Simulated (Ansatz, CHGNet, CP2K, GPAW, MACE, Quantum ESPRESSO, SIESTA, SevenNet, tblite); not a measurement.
# Running random rutile alloy of IrO2 and SiO2 (96 atoms) with CP2K

Wanted: CP2K inputs and outputs for random rutile alloy of IrO2 and SiO2 (96 atoms), checked against a plane-wave reference.

Program: CP2K 2026.2. Level of theory: the method is named at each step. Results are calculated unless marked as measured.

**1. Starting point**

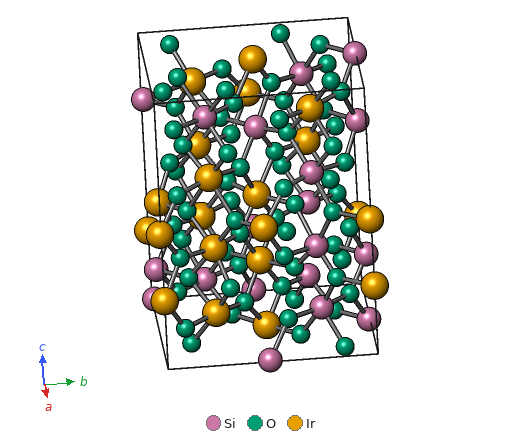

Start, viewed slightly off an axis; silicon pink, oxygen teal, iridium orange. Bonds to atoms that aren't drawn are left out. Some periodic images of atoms are drawn too.

The cell holds 96 atoms: 16 Si, 64 O and 16 Ir. Cell: a = 8.677 Å, b = 8.677 Å, c = 11.638 Å, α = 90.0°, β = 90.0°, γ = 90.0°. It derives from IrO2 (rutile), repeated 2×2×4. Rutile IrO2, 2 x 2 x 4 conventional cells, 16 of 32 Ir sites given to Si at random (x = 0.500), lattice by Vegard's rule (cell 4.338, 4.338, 2.909, 90, 90, 90); every coordinate displaced by a Gaussian of 0.07 Å. Then every atom was moved at random, 0.03 Å r.m.s. a Cartesian component.

The yardstick, on the same geometry:

| Quantity | Value |
| --- | --- |
| method | Kohn-Sham DFT, PBE, SSSP efficiency 1.3.0 pseudopotentials, plane waves (Quantum ESPRESSO 7.5); sssp-pbe-1.3.0-efficiency, cutoffs 60/480 Ry, Γ point |
| r.m.s. force component | 3.975 eV/Å |
| longest force | 18.02 eV/Å |
| pressure | 35.13 GPa |
| time | 4.5 min on 4 MPI ranks of Arm Neoverse V2, shared host |
| CPU time | 18 min |

**2. PBE, DZVP-UZH, 600/50 Ry, diagonalisation**

Method: Kohn-Sham DFT, PBE, GTH-PBE pseudopotentials, Gaussian and plane waves, DZVP-MOLOPT (UZH set), diagonalisation.

input.inp

```
&GLOBAL
  PROJECT cell
  RUN_TYPE ENERGY_FORCE
  PRINT_LEVEL LOW
&END GLOBAL
&FORCE_EVAL
  METHOD QS
  STRESS_TENSOR ANALYTICAL
  &DFT
    BASIS_SET_FILE_NAME BASIS_MOLOPT_UZH
    POTENTIAL_FILE_NAME POTENTIAL_UZH
    &MGRID
      CUTOFF 600
      REL_CUTOFF 50
      NGRIDS 5
    &END MGRID
    &QS
      EPS_DEFAULT 1.0E-12
    &END QS
    &SCF
      SCF_GUESS ATOMIC
      EPS_SCF 1.0E-06
      MAX_SCF 200
      ADDED_MOS 60
      &DIAGONALIZATION
        ALGORITHM STANDARD
      &END DIAGONALIZATION
      &SMEAR ON
        METHOD FERMI_DIRAC
        ELECTRONIC_TEMPERATURE [K] 580
      &END SMEAR
      &MIXING
        METHOD BROYDEN_MIXING
        ALPHA 0.15
        NBROYDEN 8
      &END MIXING
      &PRINT
        &RESTART OFF
        &END RESTART
      &END PRINT
    &END SCF
    &XC
      &XC_FUNCTIONAL PBE
      &END XC_FUNCTIONAL
    &END XC
    &PRINT
      &MULLIKEN ON
      &END MULLIKEN
      &LOWDIN ON
      &END LOWDIN
      &MO ON
        EIGENVALUES T
        OCCUPATION_NUMBERS T
        MO_INDEX_RANGE 349 372
        &EACH
          QS_SCF 0
        &END EACH
        ADD_LAST NUMERIC
      &END MO
    &END PRINT
  &END DFT
  &SUBSYS
    &CELL
      A 8.67700 0.00000 0.00000
      B 0.00000 8.67700 0.00000
      C 0.00000 0.00000 11.63800
    &END CELL
    &COORD
      Si 0.15115 0.09536 0.04178
      Si 2.14912 2.09845 1.45778
      O 1.23890 1.21868 11.48298
      O 2.93664 3.09344 0.13337
      O 0.95326 3.60200 1.54681
      O 3.55505 0.86944 1.50212
      Ir 8.64082 0.00564 2.97875
      Ir 2.24838 2.08769 4.26253
      O 1.32611 1.29817 2.98259
      O 2.90419 2.94931 2.85178
      O 0.76149 3.42507 4.29093
      O 3.54542 0.82041 4.43478
      Ir 8.54797 8.63865 5.86031
      Ir 2.23667 2.06270 7.35964
      O 1.18484 1.18606 5.93038
      O 2.98697 3.17977 5.95772
      O 0.74015 3.57484 7.20043
      O 3.47583 0.82379 7.12257
      Si 0.09796 0.08373 8.75899
      Ir 2.24500 1.99502 10.15951
      O 1.29122 1.30832 8.74642
      O 2.97326 3.04849 8.76749
      O 0.93902 3.34377 10.14100
      O 3.51748 0.69572 10.25529
      Si 8.66424 4.22188 0.07635
      Si 2.30704 6.34072 1.35641
      O 1.40411 5.79094 0.02281
      O 3.04537 7.30291 0.01676
      O 0.76627 7.87082 1.38446
      O 3.63610 5.16872 1.45103
      Si 0.14751 4.32982 2.89391
      Si 2.19511 6.51027 4.50356
      O 1.21504 5.61697 2.94046
      O 3.12728 7.41788 2.89379
      O 0.89434 7.80340 4.32631
      O 3.41796 5.06459 4.37461
      Ir 8.58954 4.24939 5.83250
      Ir 2.21576 6.57743 7.19985
      O 1.28706 5.56560 5.87626
      O 3.03331 7.42439 5.72834
      O 0.99204 7.86830 7.30750
      O 3.62994 5.17158 7.34730
      Ir 0.06933 4.37373 8.72384
      Si 2.14261 6.51625 10.11354
      O 1.28749 5.79528 8.68788
      O 2.91781 7.31324 8.74014
      O 0.85902 7.68210 9.99704
      O 3.56217 5.17791 10.34141
      Si 4.35733 8.62763 11.62776
      Ir 6.54081 2.22825 1.54541
      O 5.66027 1.20229 11.62043
      O 7.30786 3.05786 11.49951
      O 5.11336 3.50811 1.40517
      O 7.82587 0.85078 1.43287
      Si 4.44098 8.65184 2.86679
      Ir 6.49014 2.27337 4.35762
[... 36 atom lines left out ...]
      O 5.57610 5.60985 8.84907
      O 7.31055 7.35749 8.71849
      O 5.33818 7.92384 10.36573
      O 7.91299 5.17253 10.27356
    &END COORD
    &KIND Si
      BASIS_SET DZVP-MOLOPT-PBE-GTH-q4
      POTENTIAL GTH-PBE-q4
    &END KIND
    &KIND O
      BASIS_SET DZVP-MOLOPT-PBE-GTH-q6
      POTENTIAL GTH-PBE-q6
    &END KIND
    &KIND Ir
      BASIS_SET DZVP-MOLOPT-PBE-GTH-q17
      POTENTIAL GTH-PBE-q17
    &END KIND
  &END SUBSYS
  &PRINT
    &FORCES ON
    &END FORCES
    &STRESS_TENSOR ON
    &END STRESS_TENSOR
  &END PRINT
&END FORCE_EVAL
```

Command:

```bash
$ OMP_NUM_THREADS=1 mpirun -np 4 cp2k.psmp -i input.inp > output.txt
```

Numbers of over 12 decimals in the logs are rounded to 6 here.

Log:

```text
CP2K| version string:                                       CP2K version 2026.2
 CP2K| Input file name                                                 input.inp
 GLOBAL| Basis set file name                                    BASIS_MOLOPT_UZH
 GLOBAL| Potential file name                                       POTENTIAL_UZH
 GLOBAL| Run type                                                   ENERGY_FORCE
 GLOBAL| Total number of message passing processes                             4
 GLOBAL| Number of threads for this process                                    1
 TOTAL NUMBERS AND MAXIMUM NUMBERS
  Total number of            - Atomic kinds:                                   3
                             - Atoms:                                         96
                             - Shell sets:                                    96
                             - Shells:                                       528
                             - Primitive Cartesian functions:                496
                             - Cartesian basis functions:                   1616
                             - Spherical basis functions:                   1456
  Maximum angular momentum of- Orbital basis functions:                        3
                             - Local part of the GTH pseudopotential:          2
                             - Non-local part of the GTH pseudopotential:      4
 SCF PARAMETERS         Density guess:                                    ATOMIC
                        max_scf:                                             200
                        eps_scf:                                        1.00E-06
                        added MOs                                        60    0
                        Mixing method:                            BROYDEN_MIXING
                                                charge density mixing in g-space
                        Smear method:                                FERMI_DIRAC
                        Electronic temperature [K]:                        580.0
                        Electronic temperature [a.u.]:                  1.84E-03
                        Accuracy threshold:                             1.00E-10
 Extrapolation method: initial_guess
 Number of electrons:                                                        720
 Number of occupied orbitals:                                                360
 Number of molecular orbitals:                                               420
 Number of orbital functions:                                               1456
 Number of independent orbital functions:                                   1456
 SCF WAVEFUNCTION OPTIMIZATION
  Step     Update method      Time    Convergence         Total energy    Change
     1 NoMix/Diag. 0.15E+00    5.3     1.01189360     -2791.7191710540 -2.79E+03
     2 Broy./Diag. 0.15E+00    7.2     0.89106172     -2692.5303411988  9.92E+01
     3 Broy./Diag. 0.15E+00    7.2     1.10476693     -2729.6166976123 -3.71E+01
     4 Broy./Diag. 0.15E+00    7.2     0.36551455     -2760.1082406901 -3.05E+01
     5 Broy./Diag. 0.15E+00    7.2     0.59774859     -2770.9570874402 -1.08E+01
     6 Broy./Diag. 0.15E+00    7.2     0.33323566     -2772.3316629222 -1.37E+00
     7 Broy./Diag. 0.15E+00    7.2     0.55478326     -2774.6892562451 -2.36E+00
[...]
30 Broy./Diag. 0.15E+00    7.3     0.00000509     -2771.3327160281  5.31E-06
    31 Broy./Diag. 0.15E+00    7.3     0.00000360     -2771.3327195916 -3.56E-06
    32 Broy./Diag. 0.15E+00    7.3     0.00000091     -2771.3327222257 -2.63E-06
  *** SCF run converged in    32 steps ***
  Electronic density on regular grids:       -720.0000000000        0.0000000000
  Core density on regular grids:              719.9999999996       -0.0000000004
  Total charge density on r-space grids:       -0.0000000004
  Total charge density g-space grids:          -0.0000000004
  Overlap energy of the core charge distribution:               9.97768e-06
  Self energy of the core charge distribution:              -5377.397976
  Core Hamiltonian energy:                                   1383.832697
  Hartree energy:                                            1641.691902
  Exchange-correlation energy:                               -419.450156
  Electronic entropic energy:                                  -0.00919854
  Fermi energy:                                                 0.409047
  Total energy:                                             -2771.332722
  Total energy (extrapolated to T->0):                      -2771.328123
 MO| EIGENVALUES AND OCCUPATION NUMBERS
 MO|
 MO|  Index      Eigenvalue [a.u.]        Eigenvalue [eV]             Occupation
 MO|    349               0.379798              10.334822               2.000000
 MO|    350               0.382850              10.417865               1.999999
 MO|    351               0.385348              10.485844               1.999995
 MO|    352               0.388121              10.561311               1.999977
 MO|    353               0.390548              10.627361               1.999915
 MO|    354               0.394977              10.747860               1.999058
[...]
MO|    370               0.483165              13.147590               0.000000
 MO|    371               0.492279              13.395595               0.000000
 MO|    372               0.494768              13.463325               0.000000
 MO| Sum:                                                             720.000000
 MO| E(Fermi):            0.409047 a.u.         11.130736 eV
 !-----------------------------------------------------------------------------!
                     Mulliken Population Analysis
 #  Atom  Element  Kind  Atomic population                           Net charge
       1     Si       1          2.674789                              1.325211
       2     Si       1          2.653068                              1.346932
       3     O        2          6.455820                             -0.455820
       4     O        2          6.501693                             -0.501693
       5     O        2          6.710955                             -0.710955
       6     O        2          6.727033                             -0.727033
[...]
# Total charge                            720.000000                 -0.000000
 !-----------------------------------------------------------------------------!
 LOWDIN POPULATION ANALYSIS
 #  Atom  Element  Kind  Atomic population                           Net charge
[...]
94     O        2          5.973367                              0.026633
      95     O        2          5.936063                              0.063937
      96     O        2          5.874235                              0.125765
 # Total charge                            720.000000                 -0.000000
 ENERGY| Total FORCE_EVAL ( QS ) energy [hartree]          -2771.332735
 FORCES| Atomic forces [hartree/bohr]
 FORCES|   Atom     x               y               z               |f|
 FORCES|      1 -1.00888400E-01 -8.20161127E-02 -9.43966846E-03   1.30361878E-01
 FORCES|      2  3.12772276E-02  1.02882192E-02 -3.61122480E-03   3.31233054E-02
 FORCES|      3  2.61143479E-02  1.99043587E-02  1.10618770E-01   1.15389145E-01
 FORCES|      4 -4.52657924E-02 -7.25916286E-02  2.33195303E-03   8.55802226E-02
 FORCES|      5 -2.68345537E-02 -3.31173492E-02 -3.96059636E-02   5.81849160E-02
 FORCES|      6 -1.95373045E-02  5.75029172E-03 -1.65698348E-02   2.62551242E-02
[...]
FORCES|     94  4.32908639E-02  2.75357328E-02 -9.12383765E-02   1.04674528E-01
 FORCES|     95 -7.56558212E-02  3.52080841E-02 -6.78220438E-02   1.07532516E-01
 FORCES|     96  1.88578682E-02 -1.43693851E-02  2.32120639E-02   3.31797880E-02
 FORCES| Sum     6.46544652E-03 -4.02460776E-03  2.52976984E-03
 FORCES| Total atomic force                                       8.02491133E-03
 STRESS| Analytical stress tensor [bar]
 STRESS|                        x                   y                   z
 STRESS|      x        2.99877489925E+05   2.52925018317E+04   9.65024935224E+03
 STRESS|      y        2.52925018317E+04   3.03232444255E+05  -1.92217605724E+04
 STRESS|      z        9.65024935224E+03  -1.92217605724E+04   4.41091736839E+05
 STRESS| 1/3 Trace                                             3.48067223673E+05
```

Elapsed: 4.3 min, on 4 MPI ranks of Arm Neoverse V2, shared host; peak memory 4.5 GiB; 17 min of CPU time.

Banners, paths, timers and routine set-up lines are dropped from the logs unmarked, and long logs keep their key lines alone; longer cuts are marked.

Numbers from this run, and their distance from the reference:

* r.m.s. force component: 3.957 eV/Å
* r.m.s. difference of force components: 104.4 meV/Å
* longest difference of force vectors: 363.5 meV/Å
* force difference over r.m.s. force: 2.626 %
* slope of forces against the reference's: 0.9952
* correlation of force components: 0.9997
* pressure: 34.81 GPa
* pressure difference: -0.3206 GPa

Length of the force difference by element (eV/Å):

```
element  atoms   mean  most
     Ir     16   0.15  0.34
      O     64   0.19  0.36
     Si     16  0.089  0.16
```

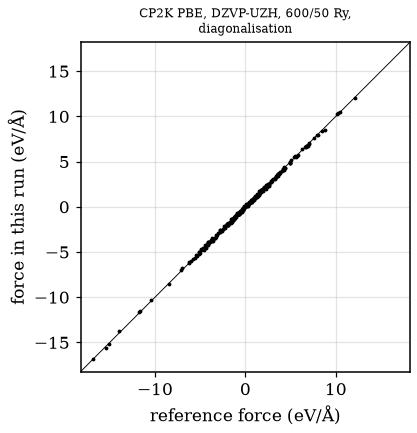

Force components against those of the reference; the line marks equality.

A closer look about O66, picked at random: 14 atoms, nearest first, numbered in the order of the input, with positions taken from that point.

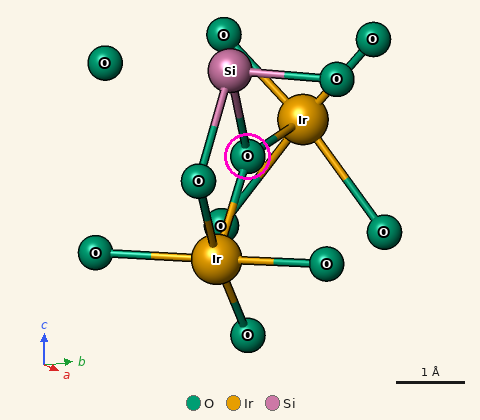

The atoms of the table, within 2.8 Å (arrows a, b, c point along x, y, z); some may hide others; the central atom is ringed.

```
atom      x      y      z  distance (Å)  bonds  Mulliken charge (e)      Fx      Fy  Fz (eV/Å)
 O66   0.00   0.00   0.00          0.00      3                -0.35    0.50   -0.18       6.73
Ir13   0.80  -0.84  -1.36          1.79      6                 0.58    5.16   -5.39       1.50
Ir62  -1.22   1.41   0.23          1.88      6                 0.48   -0.43    0.76     -16.89
Si19   1.03  -0.72   1.54          1.99      6                 1.34   -1.43   -2.68       0.99
 O15   2.11   0.38  -1.29          2.50      3                -0.35    3.95    3.71      -1.95
 O41   1.92  -1.61   0.09          2.51      3                -0.40   -5.76    4.32       1.35
 O69  -2.02   0.47   1.45          2.53      3                -0.46   -4.51   -3.91       8.36
 O94  -0.44  -2.13   1.50          2.64      3                -0.53    2.23    1.42      -4.69
 O88  -0.46  -2.27  -1.37          2.69      3                -0.60   -0.70   -1.18      -1.19
 O63  -2.19   0.51  -1.48          2.70      3                -0.25    6.60    6.96       3.37
 O70  -0.37   2.20   1.54          2.71      3                -0.31    1.90    1.19       6.68
 O60   0.04  -0.02  -2.71          2.71      3                -0.22   -2.82    2.97      -4.06
 O21   2.22   0.50   1.53          2.74      3                -0.31   -3.11   -4.06      -0.40
 O64  -0.34   2.36  -1.39          2.76      3                -0.14  -11.69  -10.28       1.32
```

Forces lie 2.6 % from the reference's, at 0.96 times its CPU time.

(Part 1 of 2 ends here.)

[Also dropped from logs without a mark: logging warnings of Python, and SIESTA's first energy breakdown and zero terms.]

[Logs are printed without paths, hosts, clocks, repeated set-up lines and the standing remarks that a program may print on its own settings, such as how far it seeks lower states.]

[Hosts, paths, dates, database ids (printed as entryN), source tags and the programs' standing remarks are cut or masked in the printed files.]
